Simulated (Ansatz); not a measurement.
**wB97M-V/STO-3G run of BH2F (SMILES BF)**

Aim: the electronic atomisation energy of BH2F at wB97M-V/STO-3G, from 4 runs. 

Program for the calculation: Ansatz 0.2.0.

39 further runs of the same task are left out: 39 set aside as unsound or not needed.

### 1 Starting point

The species is BH2F (4 atoms), meant as a singlet with charge 0. As SMILES, `BF`. The shape is that of a PBE0-D4/def2-TZVP optimisation.

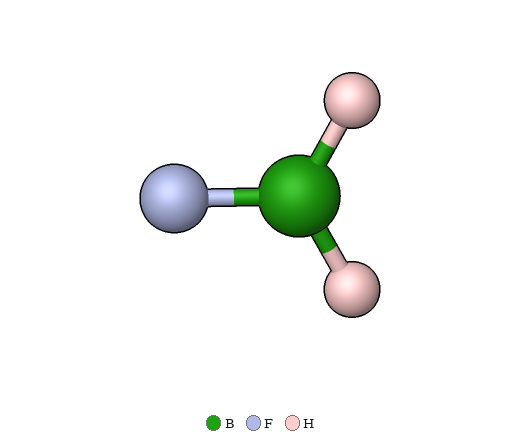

Viewed from a chosen angle; boron green, fluorine light blue, hydrogen pink.

### 2 A single-point energy at wB97M-V/STO-3G

File molecule.yaml:

```yaml
crystal:
  periodic: [false, false, false]
  atoms:
    - symbol: B
      position_ang: [-0.027300, -0.004000, -0.030800]
    - symbol: F
      position_ang: [1.061200, -0.296700, 0.649900]
    - symbol: H
      position_ang: [-1.012500, -0.649100, 0.186200]
    - symbol: H
      position_ang: [0.034200, 0.889600, -0.825600]
basis:
  gaussian: {orbitals: STO-3G}
hamiltonian: {xc: {name: wB97M-V}}
accuracy: high
```

The run is started by

```
$ ansatz run molecule.yaml --threads 1 --pin off --max-ram 2610MiB --events-out events.jsonl --progress --plain --runs-dir runs
```

The log of the run:

```text
Warning: RAYON_NUM_THREADS=1 ignored (pool sized by the plan → 1); use --threads N
Functional definition: wB97M-V
  name "wB97M-V"
  parameter omega = 0.3/bohr
  parameter cx = 0.15
  parameter cx01 = 1.007
  parameter cx10 = 0.259
  parameter css00 = 0.443
  parameter css04 = -1.437
  parameter css10 = -4.535
  parameter css20 = -3.390
  parameter css43 = 4.278
  parameter cos00 = 1.000
  parameter cos10 = 1.358
  parameter cos20 = 2.924
  parameter cos21 = -8.812
  parameter cos60 = -1.390
  parameter cos61 = 9.142
  parameter b = 6.0
  parameter c = 0.01
  gx(w, u) = 1 - cx + cx01*u + cx10*w
  gss(w, u) = css00 + css04*u^4 + css10*w + css20*w^2 + css43*w^4*u^3
  gos(w, u) = cos00 + cos10*w + (cos20 + cos21*u)*w^2 + (cos60 + cos61*u)*w^6
  exchange = spin_sum(e_x_unif_sr(omega)*gx(b97_w, b97_u_x)) + cx*exact_x_sr(omega) + exact_x_lr(omega)
  correlation = spin_sum(e_c_pw_mod_same_spin*gss(b97_w, b97_u_same))
      + integral(e_c_pw_mod_opposite_spin*gos(b97_w_opposite, b97_u_opposite)) + vv10(b, c)
186 factors; integrals over basis functions are off by at most 8.6e-9 eV
106 factors; integrals over basis functions are off by at most 1.3e-9 eV
mean field evaluation 1: about -3377.3799 eV, gradient 1.6e1 eV
mean field evaluation 2: about -3378.0499 eV, gradient 1.3e1 eV
mean field evaluation 4: about -3378.4794 eV, gradient 2.3e-1 eV
mean field evaluation 8: about -3378.4444 eV, gradient 4.3e-4 eV
mean field evaluation 16: about -3378.4444 eV, gradient 2.4e-8 eV
mean field -3378.44436434 eV, -124.1555403976 hartree, gradient 2.4e-8 eV, S^2 0.000000; 0 other end points of the search recorded, 0 dependent functions left out
reference -3378.44436619 eV, -124.1555404657 hartree; 8, 8 occupied and 4, 4 virtual orbitals, 186 factors
Total energy: -3378.44436619 eV, -124.1555404657 hartree
```

Wall time 8.1 s (1 thread of Arm Neoverse V1, shared host); peak memory 0.2 GiB.

### 3 The B atom at the same level

File molecule.yaml:

```yaml
crystal:
  periodic: [false, false, false]
  atoms:
    - {symbol: B, position_ang: [0.000000, 0.000000, 0.000000]}
basis:
  gaussian:
    orbitals: STO-3G
magnetization:
  spin_polarized: true
  initial_magnetization: 1
hamiltonian:
  xc: {name: wB97M-V}
accuracy: high
```

Run the same way, it converges to -24.27434 Eh (log not shown).

### 4 The F atom at the same level

File molecule.yaml:

```yaml
crystal:
  periodic: [false, false, false]
  atoms:
    - {symbol: F, position_ang: [0.000000, 0.000000, 0.000000]}
basis:
  gaussian: {orbitals: STO-3G}
magnetization: {spin_polarized: true, initial_magnetization: 1}
hamiltonian: {xc: {name: wB97M-V}}
accuracy: high
```

Run the same way, it converges to -98.28239 Eh (log not shown).

### 5 The H atom, same level

File run.yaml:

```yaml
crystal:
  periodic: [false, false, false]
  atoms:
    - {symbol: H, position_ang: [0.000000, 0.000000, 0.000000]}
basis:
  gaussian: {orbitals: STO-3G}
magnetization: {spin_polarized: true, initial_magnetization: 1}
accuracy: high
hamiltonian: {xc: {name: wB97M-V}}
```

The run is started by

```
$ ansatz run run.yaml --threads 1 --pin off --max-ram 2610MiB --events-out events.jsonl --progress --plain --runs-dir runs
```

The log of the run, cut to the lines that bear on the results:

```text
Warning: RAYON_NUM_THREADS=1 ignored (pool sized by the plan → 1); use --threads N
[... 2 set-up lines as earlier in the session ...]
[...]
  gx(w, u) = 1 - cx + cx01*u + cx10*w
  gss(w, u) = css00 + css04*u^4 + css10*w + css20*w^2 + css43*w^4*u^3
  gos(w, u) = cos00 + cos10*w + (cos20 + cos21*u)*w^2 + (cos60 + cos61*u)*w^6
[...]
      + integral(e_c_pw_mod_opposite_spin*gos(b97_w_opposite, b97_u_opposite)) + vv10(b, c)
1 factors; integrals over basis functions are off by at most 4.6e-10 eV
1 factors; integrals over basis functions are off by at most 2.9e-10 eV
[...]
mean field -12.42314868 eV, -0.4565422933 hartree, gradient 0.0e0 eV, S^2 0.750000; 0 other end points of the search recorded, 0 dependent functions left out
reference -12.42314998 eV, -0.4565423410 hartree; 1, 0 occupied and 0, 1 virtual orbitals, 1 factors
Total energy: -12.42314998 eV, -0.4565423410 hartree
```

Run time: 0.28 s. Hardware: 1 thread of Arm Neoverse V1, shared host.

### 6 Results

At wB97M-V/STO-3G:

```
                     quantity          value
       molecule: total energy  -124.15554 Eh
         B atom: total energy   -24.27434 Eh
                 B atom: ⟨S²⟩          0.750
         F atom: total energy   -98.28239 Eh
                 F atom: ⟨S²⟩          0.750
         H atom: total energy    -0.45654 Eh
                 H atom: ⟨S²⟩          0.750
electronic atomisation energy      18.659 eV
```

**Reading.** Taking the molecule apart into free atoms costs 18.66 eV (430 kcal/mol), before zero-point energy and without spin-orbit coupling. In a minimal basis such a difference can be off by several eV, whatever the method.
